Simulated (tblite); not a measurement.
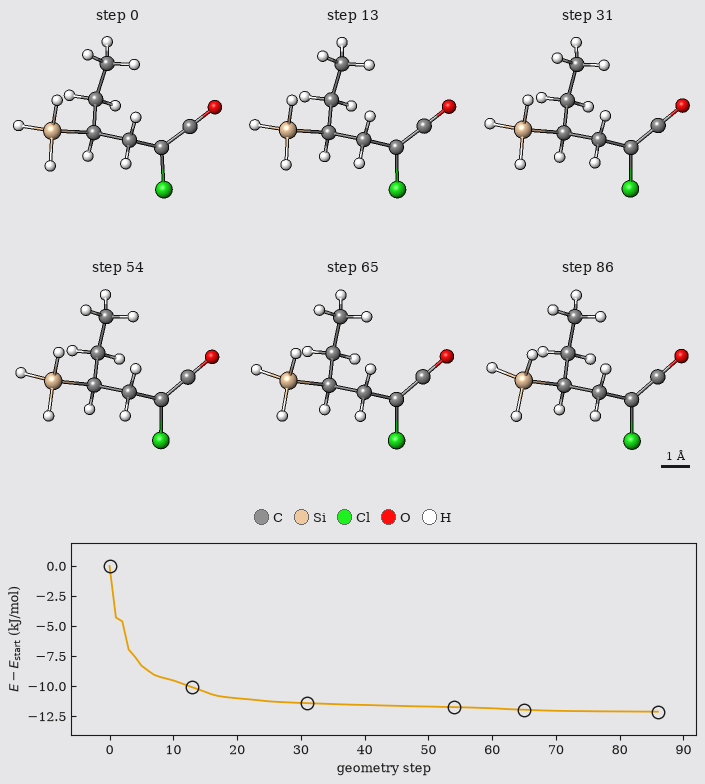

Frames of a relaxation of C6H11ClOSi, marked on the history of the run. A ball-and-stick model, seen at a tilt.

These are results of GFN2-xTB geometry optimisation, gas phase in tblite, not measurements. 

**What happens along the run?**

After 86 geometry steps the energy has fallen by 12.1 kJ/mol. The largest move after the best rigid fit is that of an H atom, 0.38 Å. Largest moves by element: H 0.38 Å, O 0.18 Å, Cl 0.12 Å, C 0.12 Å, Si 0.11 Å. Near-neighbour distances that change, for instance: H–Si 1.501 → 1.465 Å, C–C 1.567 → 1.532 Å, C–Cl 1.726 → 1.754 Å, C–C 1.547 → 1.533 Å. Bond angles that change, for instance: Si–C–H 103.1° → 107.4°, H–C–H 105.1° → 107.9°, Cl–C–C 115.4° → 117.5°. From step 0 to 13: Cl and H atoms move most (0.07 Å), energy −10.1 kJ/mol. From step 13 to 31: the Cl atom moves most (0.10 Å), energy −1.32 kJ/mol. From step 31 to 54: an H atom moves most (0.11 Å), energy −0.33 kJ/mol. From step 54 to 65: an H atom moves most (0.12 Å), energy −0.21 kJ/mol. From step 65 to 86: an H atom moves most (0.09 Å), energy −0.16 kJ/mol.
